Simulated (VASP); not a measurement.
# What spin-orbit coupling changes in BiPt, part 3 of 4

Aim: run bands, DOS and a relaxation of BiPt twice, without and with spin-orbit coupling. All runs use PBEsol. The start is a cell from a database of measured crystal structures.

VASP 6.6.1, plane waves and PAW; the level of theory is named at each step.

Still holding for the runs below: The k-mesh is coarse for a metal.

So far. Step 4 (Band structure (PBEsol + SOC)): There is no gap at this level. Without the coupling there was no gap either. The run took 4.3 times the core time, with 62 spinor bands against 39. Step 5 (Total and projected DOS (PBEsol)): Of the states within 0.3 eV of the Fermi level, the largest shares in the PAW spheres are Pt d 40 %, Bi p 19 % and Pt p 8 %. The rest lies in smaller channels or between the spheres.

The database entry behind the starting cell differs from later determinations by our own check (0.1 to 0.3 % short, probably kX units), so it need not match the best structure at ambient conditions.

### 6. Density of states (PBEsol + SOC)

This step: PBEsol, spin-orbit coupling; plane waves and PAW (Bi_d, Pt) (VASP 6.6.1).

Here the states are counted by energy and projected on the atoms.

The input, INCAR:

```
SYSTEM = BiPt
PREC = Accurate
ENCUT = 400
EDIFF = 1E-06
NELM = 100
ISMEAR = -5
SIGMA = 0.05
LREAL = .FALSE.
ALGO = Normal
GGA = PS
LNONCOLLINEAR = .TRUE.
MAGMOM = 0 0 0 0 0 0 0 0 0 0 0 0
NBANDS = 62
GGA_COMPAT = .FALSE.
LASPH = .TRUE.
LSORBIT = .TRUE.
LMAXMIX = 4
LORBIT = 11
LWAVE = .FALSE.
LCHARG = .FALSE.
KPAR = 4
NEDOS = 2001
```

The input, POSCAR:

```
BiPt
1.0
    4.3150000000      0.0000000000      0.0000000000
   -2.1575000000      3.7368996173      0.0000000000
    0.0000000000      0.0000000000      5.4900000000
Bi Pt
2 2
Direct
    0.3333333333      0.6666666667      0.2500000000
    0.6666666667      0.3333333333      0.7500000000
    0.0000000000      0.0000000000      0.0000000000
    0.0000000000      0.0000000000      0.5000000000
```

The input, KPOINTS:

```
Automatic mesh
0
Gamma
7 7 5
0 0 0
```

The projector-augmented-wave data sets are Bi_d and Pt (PBE family, release 64).

Run with:

```
$ mpirun -np 4 vasp_ncl
```

The program printed:

```text
[... set-up lines as in an earlier step ...]
 entering main loop
       N       E                     dE             d eps       ncg     rms          rms(c)
DAV:   1     0.557991173998E+03    0.55799E+03   -0.20765E+04  2990   0.166E+03
DAV:   2     0.523332480206E+02   -0.50566E+03   -0.48814E+03  3040   0.497E+02
DAV:   3    -0.214920527494E+02   -0.73825E+02   -0.70064E+02  3286   0.195E+02
DAV:   4    -0.258636940358E+02   -0.43716E+01   -0.42479E+01  3562   0.474E+01
DAV:   5    -0.260485460330E+02   -0.18485E+00   -0.18413E+00  3950   0.980E+00    0.127E+01
DAV:   6    -0.256524824293E+02    0.39606E+00   -0.14039E+00  3414   0.774E+00    0.685E+00
DAV:   7    -0.255650186855E+02    0.87464E-01   -0.15946E-01  3546   0.371E+00    0.354E+00
DAV:   8    -0.255465424174E+02    0.18476E-01   -0.51531E-02  3642   0.146E+00    0.111E+00
DAV:   9    -0.255455464920E+02    0.99593E-03   -0.58028E-03  4154   0.610E-01    0.229E-01
DAV:  10    -0.255453054075E+02    0.24108E-03   -0.23510E-03  3954   0.510E-01    0.768E-02
DAV:  11    -0.255452650112E+02    0.40396E-04   -0.16199E-04  3906   0.158E-01    0.223E-02
DAV:  12    -0.255452665262E+02   -0.15150E-05   -0.23051E-05  3658   0.423E-02    0.134E-02
DAV:  13    -0.255452657074E+02    0.81886E-06   -0.36096E-06  3016   0.186E-02
   1 F= -.25545266E+02 E0= -.25545266E+02  d E =0.000000E+00  mag=    -0.0000    -0.0000    -0.0000
 [... a notice as in an earlier step ...]
```

Wall time 25 s (4 MPI ranks of Intel Xeon 6975P-C (Granite Rapids), shared host); peak memory 1.4 GiB; 95 s of CPU time.

Parts of OUTCAR (step 6):

```text
   NELECT =      50.0000    total number of electrons

 E-fermi :   9.2909

 k-point     1 :       0.0000    0.0000    0.0000
  band No.  band energies     occupation
    ...
     42       7.3556      1.00000
     43       7.9018      1.00000
     44       7.9018      1.00000
     45       8.3169      1.00000
     46       8.3169      1.00000
     47      10.4073     -0.68926
     48      10.4073     -0.68926
     49      10.4245      0.00000
     50      10.4245      0.00000
     51      11.3005      0.00000
    ...

  Total        1.4877098      1.4877098      1.3237091     -0.0000000      0.0000000      0.0000000
  in kB       26.9255274     26.9255274     23.9573371     -0.0000000      0.0000000      0.0000000
  external PRESSURE =      25.9361307 kB  Pullay stress =       0.0000000 kB

 POSITION                                       TOTAL-FORCE (eV/Angst)
 -----------------------------------------------------------------------------------
     -0.00000      2.49127      1.37250         0.000000     -0.000000      0.000000
      2.15750      1.24563      4.11750        -0.000000      0.000000      0.000000
      0.00000      0.00000      0.00000         0.000000      0.000000      0.000000
      0.00000      0.00000      2.74500         0.000000      0.000000      0.000000
 -----------------------------------------------------------------------------------
    total drift:                               -0.000000      0.000000     -0.000000

  FREE ENERGIE OF THE ION-ELECTRON SYSTEM (eV)
  ---------------------------------------------------
  free  energy   TOTEN  =       -25.5452657074 eV

  energy  without entropy=      -25.5452657074  energy(sigma->0) =      -25.54526571

 Spin-Orbit-Coupling matrix elements
 Ion:    1  E_soc:     -1.4119358
 Ion:    2  E_soc:     -1.4119358
 Ion:    3  E_soc:     -0.6385491
 Ion:    4  E_soc:     -0.6385491

 magnetization (x)
# of ion       s       p       d       tot
------------------------------------------
    1       -0.000   0.000  -0.000  -0.000
    2       -0.000   0.000   0.000  -0.000
    3       -0.000   0.000   0.000  -0.000
    4        0.000   0.000   0.000   0.000
--------------------------------------------------
tot         -0.000   0.000   0.000  -0.000

 magnetization (y)
# of ion       s       p       d       tot
------------------------------------------
    1        0.000   0.000   0.000   0.000
    2        0.000   0.000   0.000   0.000
    3        0.000  -0.000   0.000   0.000
    4        0.000   0.000   0.000   0.000
--------------------------------------------------
tot          0.000  -0.000   0.000   0.000

 magnetization (z)
# of ion       s       p       d       tot
------------------------------------------
    1        0.000   0.000   0.000   0.000
    2        0.000   0.000   0.000   0.000
    3        0.000  -0.000   0.000  -0.000
    4        0.000  -0.000   0.000  -0.000
--------------------------------------------------
tot          0.000  -0.000   0.000  -0.000

[... 9 parts as in an earlier step ...]

[... 8 further parts left out ...]
```

This step gave:

| Property | Result |
| --- | --- |
| bands | 62 |
| free energy (TOTEN) | -25.55 eV |
| Fermi energy | 9.291 eV |
| pressure | 2.594 GPa |
| DOS at the Fermi level | 2.237 states/eV/cell |

On-site spin-orbit energy by atom:

```tsv
atom	on-site spin-orbit energy (eV)
Bi1	-1.41
Bi2	-1.41
Pt3	-0.64
Pt4	-0.64
```

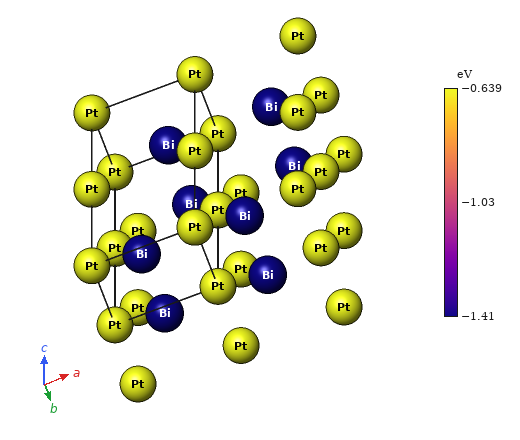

Atoms coloured by on-site spin-orbit energy. 2×2×1 cells are drawn. Some periodic images of atoms are drawn too.

The density of states has structure finer than the step of the table below, so its rows give means over 0.5 eV, whole bins alone (the curve runs from -12.0 to 0.636 eV). Peaks (eV: height): total -4.71: 7.79, -4.35: 12.2, -3.85: 9.35, -2.57: 9.76; Pt d -4.35: 8.09, -3.85: 6.36, -2.57: 7.60, -1.86: 5.65; Bi p -5.49: 1.04, -4.71: 0.929, -4.35: 1.44, -3.85: 0.789; Pt p -4.35: 0.315, -3.85: 0.307, -3.14: 0.293, -2.93: 0.272; Pt s -6.13: 0.419, -5.56: 0.409, -4.71: 0.351, -3.43: 0.247.

States under -12.0 eV and over 0.6 eV are left out. Table of density of states by energy, zero at the Fermi level; means over each step; values in states/eV/cell:

```tsv
energy (eV)	total	Pt d	Bi p	Pt p	Pt s	Bi s
-11.5	2.64	0.106	0.0125	0.0853	0.0827	1.74
-11.0	2.73	0.211	0.00907	0.0638	0.0427	1.86
-10.5	0.421	0.0231	0.00179	0.0134	0.00496	0.298
-10.0	0.00466	9.0e-5	1.1e-5	2.0e-4	4.6e-5	0.00343
-9.5	0	0	0	0	0	0
-9.0	0	0	0	0	0	0
-8.5	0	0	0	0	0	0
-8.0	0	0	0	0	0	0
-7.5	0.00168	3.2e-4	2.6e-4	1.2e-5	6.2e-4	2.9e-5
-7.0	0.678	0.151	0.105	0.0105	0.214	0.0174
-6.5	1.31	0.282	0.232	0.0429	0.335	0.0312
-6.0	2.03	0.551	0.415	0.0623	0.330	0.0384
-5.5	4.63	2.30	0.764	0.117	0.276	0.0357
-5.0	4.44	2.74	0.571	0.105	0.120	0.0174
-4.5	5.85	3.85	0.647	0.156	0.131	0.0310
-4.0	4.71	3.11	0.462	0.150	0.0969	0.0386
-3.5	4.69	3.27	0.324	0.133	0.140	0.0487
-3.0	4.53	3.13	0.322	0.213	0.121	0.0364
-2.5	5.71	4.34	0.265	0.162	0.124	0.0263
-2.0	4.36	3.32	0.227	0.139	0.0937	0.0621
-1.5	3.24	2.26	0.224	0.112	0.126	0.0938
-1.0	2.93	1.62	0.362	0.165	0.138	0.122
-0.5	1.86	0.908	0.289	0.140	0.0586	0.0837
0.0	2.22	0.950	0.410	0.180	0.0585	0.122
```

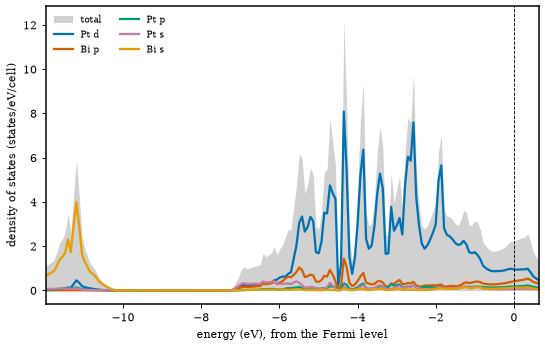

Density of states, plotted against energy.

The DOS at the Fermi level goes from 2.25 to 2.24 states/eV/cell, a number that is sensitive to the mesh. The run took 3.7 times the core time, with 62 spinor bands against 39. Of the states within 0.3 eV of the Fermi level, the largest shares in the PAW spheres are Pt d 43 %, Bi p 18 % and Pt p 8 %. The rest lies in smaller channels or between the spheres.

### 7. Relaxing cell and atoms (PBEsol)

This step: PBEsol; plane waves and PAW (Bi_d, Pt) (VASP 6.6.1).

Last, the cell itself: ISIF = 3 frees volume, shape and positions, first without the coupling.

The input, INCAR:

```
SYSTEM = BiPt
PREC = Accurate
ENCUT = 400
EDIFF = 1E-06
NELM = 100
ISMEAR = -1
SIGMA = 0.05
LREAL = .FALSE.
ALGO = Normal
GGA = PS
NBANDS = 31
LASPH = .TRUE.
LORBIT = 11
LWAVE = .FALSE.
LCHARG = .FALSE.
KPAR = 4
IBRION = 2
NSW = 60
ISIF = 3
EDIFFG = -0.01
```

POSCAR is that of step 6.

KPOINTS is that of step 6.

Run with:

```
$ mpirun -np 4 vasp_std
```

The program printed:

```text
[... set-up lines as in an earlier step ...]
 entering main loop
       N       E                     dE             d eps       ncg     rms          rms(c)
[... 12 cycles as in an earlier step ...]
   1 F= -.23579498E+02 E0= -.23573408E+02  d E =-.235795E+02
 curvature:   0.00 expect dE= 0.000E+00 dE for cont linesearch  0.000E+00
 trial: gam= 0.00000 g(F)=  0.688E-47 g(S)=  0.743E-01 ort = 0.000E+00 (trialstep = 0.100E+01)
 search vector abs. value=  0.743E-01
 bond charge predicted
       N       E                     dE             d eps       ncg     rms          rms(c)
DAV:   1    -0.251288349131E+02   -0.15493E+01   -0.38186E+01  1835   0.730E+01    0.728E+00
DAV:   2    -0.237653172841E+02    0.13635E+01   -0.40356E+00  1684   0.197E+01    0.309E+00
DAV:   3    -0.235900371039E+02    0.17528E+00   -0.39848E-01  2014   0.719E+00    0.139E+00
DAV:   4    -0.235577745854E+02    0.32263E-01   -0.16554E-01  2047   0.437E+00    0.438E-01
DAV:   5    -0.235585172126E+02   -0.74263E-03   -0.68070E-03  1586   0.666E-01    0.191E-01
DAV:   6    -0.235585928265E+02   -0.75614E-04   -0.70019E-04  2021   0.245E-01    0.589E-02
DAV:   7    -0.235586055601E+02   -0.12734E-04   -0.18214E-04  1928   0.129E-01    0.758E-03
DAV:   8    -0.235586057831E+02   -0.22302E-06   -0.75579E-06  1630   0.222E-02
   2 F= -.23558606E+02 E0= -.23552290E+02  d E =0.208924E-01
[...]
3 F= -.23593329E+02 E0= -.23587217E+02  d E =-.138312E-01
[...]
4 F= -.23593328E+02 E0= -.23587216E+02  d E =-.138302E-01
[...]
5 F= -.23593863E+02 E0= -.23587677E+02  d E =-.534717E-03
 trial-energy change:   -0.000535  1 .order   -0.000534   -0.000812   -0.000257
 step:   1.2799(harm=  1.2799)  dis= 0.00000  next Energy=   -23.593922 (dE=-0.594E-03)
 bond charge predicted
       N       E                     dE             d eps       ncg     rms          rms(c)
DAV:   1    -0.235944331721E+02   -0.56967E-03   -0.27589E-02  1544   0.110E+00    0.122E-01
DAV:   2    -0.235940864228E+02    0.34675E-03   -0.79970E-04  2061   0.323E-01    0.693E-02
DAV:   3    -0.235939323554E+02    0.15407E-03   -0.16241E-04  2095   0.148E-01    0.246E-02
DAV:   4    -0.235939168922E+02    0.15463E-04   -0.57660E-05  2170   0.661E-02    0.676E-03
DAV:   5    -0.235939169826E+02   -0.90407E-07   -0.66340E-06  1490   0.207E-02
   6 F= -.23593917E+02 E0= -.23587692E+02  d E =-.588642E-03
 curvature:  -0.65 expect dE=-0.986E-05 dE for cont linesearch -0.136E-06
 trial: gam= 0.01297 g(F)=  0.228E-45 g(S)=  0.153E-04 ort = 0.140E-04 (trialstep = 0.956E+00)
 search vector abs. value=  0.158E-04
 reached required accuracy - stopping structural energy minimisation
```

Elapsed: 20 s, on 4 MPI ranks; peak memory 0.72 GiB; 78 s of CPU time.

From OUTCAR (step 7):

```text
   NELECT =      50.0000    total number of electrons

 E-fermi :   9.0685

 k-point     1 :       0.0000    0.0000    0.0000
  band No.  band energies     occupation
    ...
     18       5.1924      2.00000
     19       6.1696      2.00000
     20       6.1696      2.00000
     21       7.4390      2.00000
     22       7.4390      2.00000
     23       9.2977      0.02025
     24       9.2977      0.02025
     25      10.1600      0.00000
     26      10.8002      0.00000
     27      11.2772      0.00000
    ...

  Total        0.0218325      0.0218325      0.0176579      0.0000000      0.0000000      0.0000000
  in kB        0.3875266      0.3875266      0.3134273      0.0000000      0.0000000      0.0000000
  external PRESSURE =       0.3628268 kB  Pullay stress =       0.0000000 kB

 POSITION                                       TOTAL-FORCE (eV/Angst)
 -----------------------------------------------------------------------------------
     -0.00000      2.51291      1.37546        -0.000000      0.000000      0.000000
      2.17624      1.25645      4.12638         0.000000      0.000000      0.000000
     -0.00000      0.00000      5.50184         0.000000     -0.000000      0.000000
     -0.00000      0.00000      2.75092         0.000000     -0.000000      0.000000
 -----------------------------------------------------------------------------------
    total drift:                               -0.000000      0.000000     -0.000000

  FREE ENERGIE OF THE ION-ELECTRON SYSTEM (eV)
  ---------------------------------------------------
  free  energy   TOTEN  =       -23.5939169826 eV

  energy  without entropy=      -23.5814661453  energy(sigma->0) =      -23.58769156

 reached required accuracy - stopping structural energy minimisation

[... 8 parts as in an earlier step ...]

[... 9 further parts left out ...]
```

The run keeps the 24 symmetry operations of its start, so it cannot find a distortion of lower symmetry.

Relaxation path:

```tsv
step	energy less that of the first step (eV)	largest force (eV/Å)	pressure (GPa)	volume (Å³)
1	0.0000	0.0000	2.58	88.52
2	0.0209	0.0000	-3.75	93.17
3	-0.0138	0.0000	-0.05	90.29
4	-0.0138	0.0000	-0.02	90.25
5	-0.0144	0.0000	0.02	90.26
6	-0.0144	0.0000	0.04	90.26
```

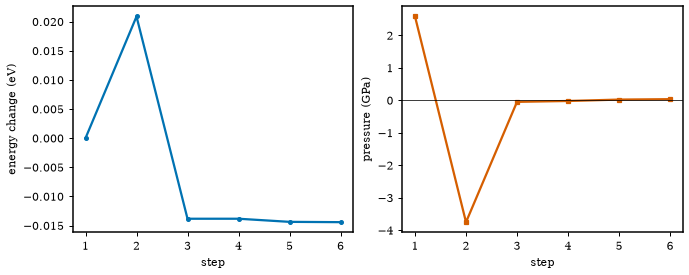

Energy and pressure along the relaxation.

```tsv
conventional cell, symmetrised	before	after	change
a (Å)	4.315	4.352	+0.9 %
b (Å)	4.315	4.352	+0.9 %
c (Å)	5.490	5.502	+0.2 %
volume (Å³/atom)	22.13	22.57	+2.0 %
```

Final coordinates:

```xyz
4
Lattice="4.3525 0.0000 0.0000 -2.1762 3.7694 0.0000 0.0000 0.0000 5.5018" Properties=species:S:1:pos:R:3 pbc="T T T"
Bi    0.0000    2.5129    1.3755
Bi    2.1762    1.2565    4.1264
Pt    0.0000    0.0000    0.0000
Pt    0.0000    0.0000    2.7509
```

Numbers from this step:

- bands: 31
- free energy (TOTEN): -23.59 eV
- energy at zero smearing: -23.59 eV
- Fermi energy: 9.069 eV
- pressure: 0.03628 GPa
- SCF cycles over all ionic steps: 44

It ends with forces that vanish by symmetry and a pressure of 0.04 GPa.

(Continued in part 4 of 4.)

[Lines on the potential files, build, host, timing and source positions are cut from VASP's logs without a mark.]

[Logs are printed without paths, hosts, clocks, repeated set-up lines and the standing remarks that a program may print on its own settings, such as how far it seeks lower states.]

[Hosts, paths, dates, database ids (printed as entryN), source tags and the programs' standing remarks are cut or masked in the printed files.]

[A measured line is paired with the nearest computed mode of its activity, which favours agreement.]

[In band tables of VASP the shares of atoms and orbitals are scaled to a sum of 1 inside the atoms' spheres.]
